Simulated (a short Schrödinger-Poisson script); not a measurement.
System: gated Al0.33Ga0.67N/GaN polarisation-induced gas, at 77 K.

```
layer       material  thickness (nm)  Na (cm⁻³)
-----  -------------  --------------  ---------
1      Al0.33Ga0.67N              20          -
2                GaN            6000       3e14
```

The device is made up for the run: typed textbook-type constants, with dimensions and the other settings drawn at random. Al0.33Ga0.67N: permittivity 9.3, conduction-band edge (eV) 0.462, gap (eV) 4.09, electron mass (mₑ) 0.24, Nv at 300 K (cm⁻³) 4.6e19. GaN: permittivity 9.5, conduction-band edge (eV) 0, gap (eV) 3.43, Nv at 300 K (cm⁻³) 4.6e19.

Channel valleys (confinement mass, in-plane density-of-states mass, number): Γ 0.2, 0.2, 1. At the gate the conduction-band edge of layer 1 lies 1.27 eV − eVg above the Fermi level of the channel; the field vanishes at the back. Sheet of polarisation charge: +1.6e13 e/cm² at 20 nm from the gate. The barrier under the gate holds no holes. Gaps are held at their typed values at every temperature. Mesh 0.08 nm at interfaces.

From a short Schrödinger-Poisson script (our own, NumPy): 1D Poisson equation in equilibrium, electrons quantum, Hartree plus LDA exchange-correlation (BenDaniel-Duke, 40 states a valley, the channel's in-plane mass for all, wave functions free to enter the barrier), parabolic valleys, classical holes, full ionisation, no traps, pinning or gate leakage.

Only gate voltages with over 1e8 electrons/cm² are shown.

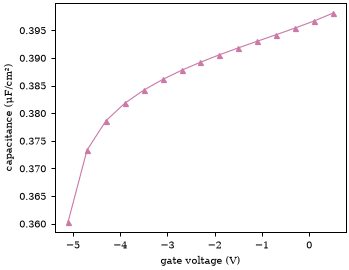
Figure: Quasi-static capacitance against gate voltage

| Vg (V) | electrons (cm⁻²) | in the channel layer | C (μF/cm²) | Γ E0 (meV) | Γ E1 (meV) |
|---|---|---|---|---|---|
| 0.5 | 1.41e13 | 1.28e13 | 0.398 | -154.8 | -13.4 |
| 0.1 | 1.31e13 | 1.20e13 | 0.397 | -145.1 | -11.0 |
| -0.3 | 1.22e13 | 1.12e13 | 0.395 | -135.1 | -8.6 |
| -0.7 | 1.12e13 | 1.04e13 | 0.394 | -125.1 | -6.3 |
| -1.1 | 1.02e13 | 9.58e12 | 0.393 | -115.0 | -3.9 |
| -1.5 | 9.21e12 | 8.72e12 | 0.392 | -104.7 | -1.6 |
| -1.9 | 8.24e12 | 7.85e12 | 0.391 | -94.3 | 1.0 |
| -2.3 | 7.26e12 | 6.97e12 | 0.389 | -83.8 | 3.6 |
| -2.7 | 6.29e12 | 6.08e12 | 0.388 | -73.1 | 6.5 |
| -3.1 | 5.33e12 | 5.17e12 | 0.386 | -62.3 | 9.7 |
| -3.5 | 4.36e12 | 4.26e12 | 0.384 | -51.3 | 13.2 |
| -3.9 | 3.41e12 | 3.35e12 | 0.382 | -40.2 | 16.8 |
| -4.3 | 2.46e12 | 2.43e12 | 0.379 | -29.0 | 20.3 |
| -4.7 | 1.52e12 | 1.51e12 | 0.373 | -17.5 | 23.1 |
| -5.1 | 6.01e11 | 5.98e11 | 0.360 | -4.2 | 25.5 |

Subbands count from the Fermi level.
